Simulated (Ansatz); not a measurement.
**C3H12BNSi (SMILES BN[SiH2]C(C)C): density, localisation and related maps**

| atom | x (Å) | y (Å) | z (Å) |
| --- | --- | --- | --- |
| C | -0.8503 | -0.2879 | 1.6473 |
| C | -2.0847 | 0.4750 | 2.1541 |
| C | 0.1383 | -0.5996 | 2.7846 |
| B | -1.5517 | 2.1077 | -1.6426 |
| N | -1.0533 | 0.8892 | -1.1548 |
| Si | 0.0269 | 0.6169 | 0.2245 |
| H | -1.2373 | 3.1396 | -1.0975 |
| H | -2.2893 | 2.1123 | -2.6011 |
| H | -1.3493 | 0.0534 | -1.6575 |
| H | 0.5181 | 1.9517 | 0.6643 |
| H | 1.1751 | -0.2245 | -0.2337 |
| H | -1.1914 | -1.2513 | 1.2194 |
| H | -2.8092 | 0.6710 | 1.3477 |
| H | -1.8037 | 1.4494 | 2.5895 |
| H | -2.6081 | -0.0950 | 2.9412 |
| H | -0.3511 | -1.1768 | 3.5880 |
| H | 0.5291 | 0.3252 | 3.2433 |
| H | 1.0030 | -1.1881 | 2.4362 |

Geometry: B3LYP/def2-SVP.

Theory: isolated molecule in a Gaussian basis; Kohn-Sham density functional theory, functional PBE0 in Ansatz.

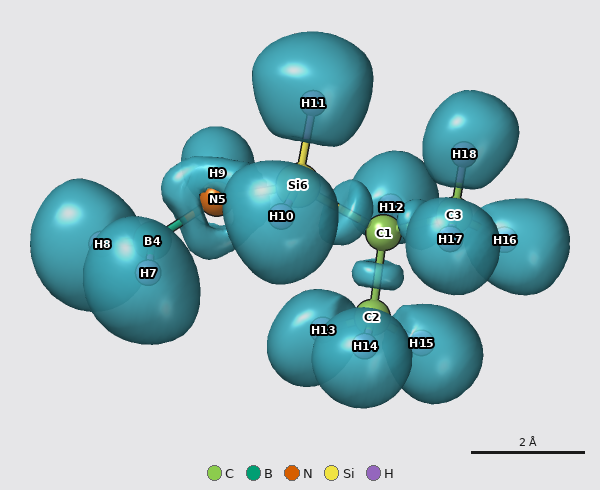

Figure 1. Isosurface of the electron localisation function at 0.8 (cyan), seen at a tilt. Core shells and regions of very low density are left out.

Question: Where are the electrons localised?

Answer: At this value the surface marks out two regions between bonded C–C atoms (shared pairs), one region between bonded C–Si atoms (shared pairs), twelve regions around hydrogen nuclei and one region on N in which the atom's valence shell and bonds are merged. Profiles from the grid: B–N (1.40 Å): the ELF peaks at about 0.90 between the atoms: a polar covalent bond. C–C (1.54 Å): the ELF peaks at about 0.95 between the atoms: a covalent bond.

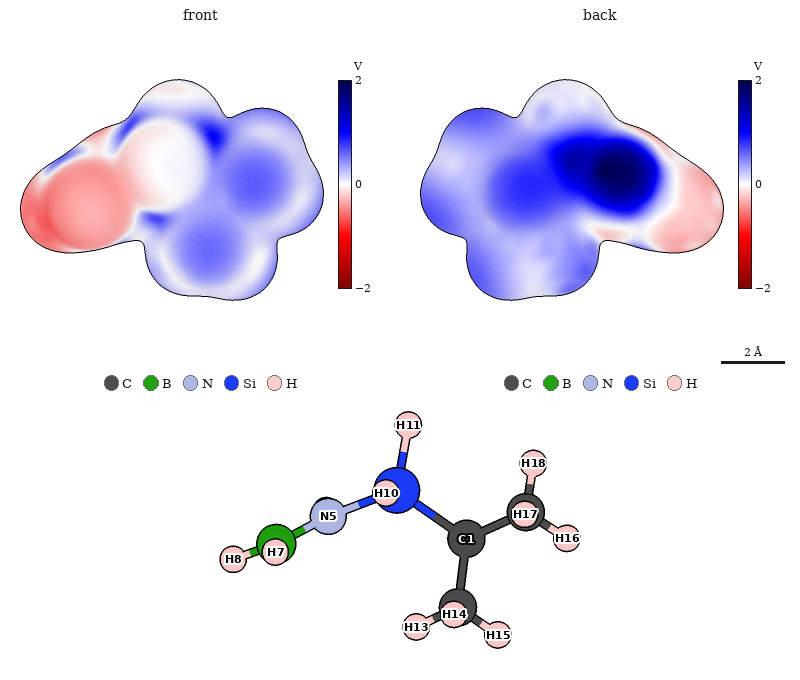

Figure 2. The electrostatic potential painted on the density surface at 0.002 e/bohr³, seen from the front and from behind; red is negative and blue positive. The bare structure is drawn below in the same view.

Question: Describe the electrostatic potential map.

Answer: The most negative region (about −0.6 V) lies over H7, the most positive (about +1.9 V) over H9.

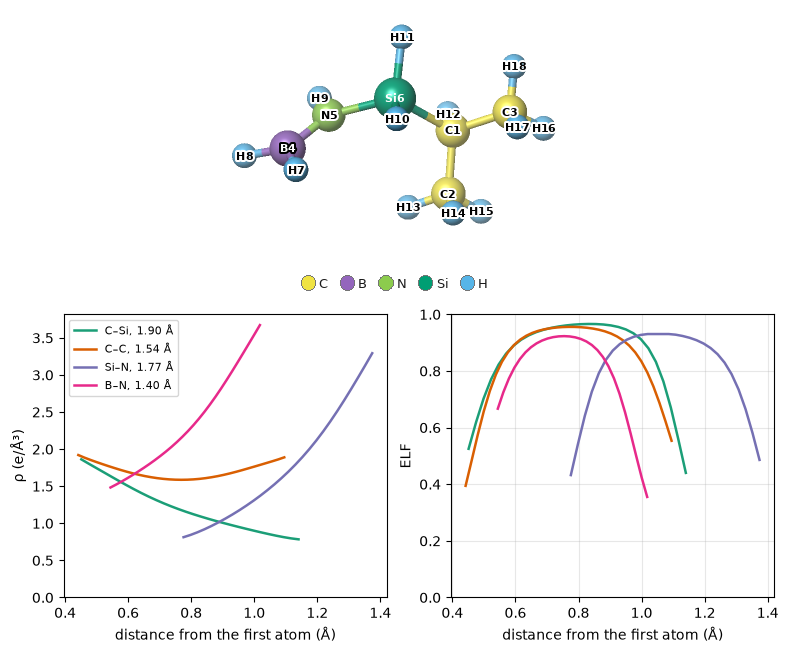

Figure 3. Electron density and electron localisation function along straight lines between neighbouring atoms. The curves leave out the atomic cores. The structure is drawn too.

Question: What can be read from the curves?

Answer: C–Si (1.90 Å): the density is about 0.95 e/Å³ at the midpoint; the ELF peaks at about 0.95 between the atoms; a shared electron pair.
C–C (1.54 Å): the density is about 1.6 e/Å³ at the midpoint; the ELF peaks at about 0.95 between the atoms (localised, covalent bonding).
Si–N (1.77 Å): ρ is about 1 e/Å³ halfway; the ELF peaks at about 0.95 between the atoms: a shared but strongly polarised pair.
B–N (1.40 Å): ρ is about 1.9 e/Å³ halfway; the ELF peaks at about 0.90 between the atoms (a polar covalent bond).

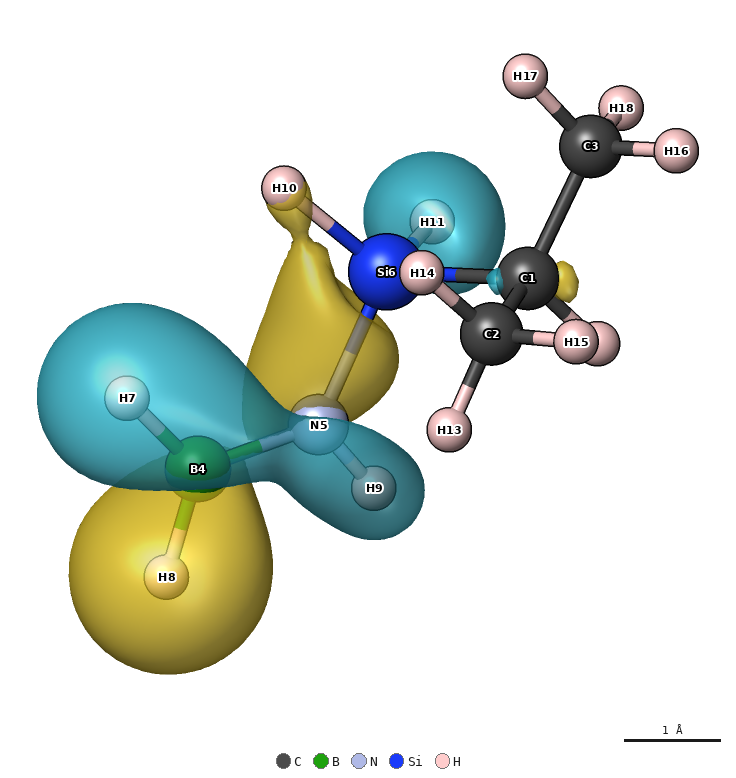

Figure 4. The HOMO−1 at ±0.1 Å⁻³ᐟ² (yellow and cyan are the two phases), seen at an oblique angle.

Question: Describe this orbital and give its energy.

Answer: It lies mainly on B4 (about 30 %), H8 (about 20 %), H7 (about 15 %), N5 (about 15 %) and Si6 (about 5 %). Its energy is −8.66 eV.
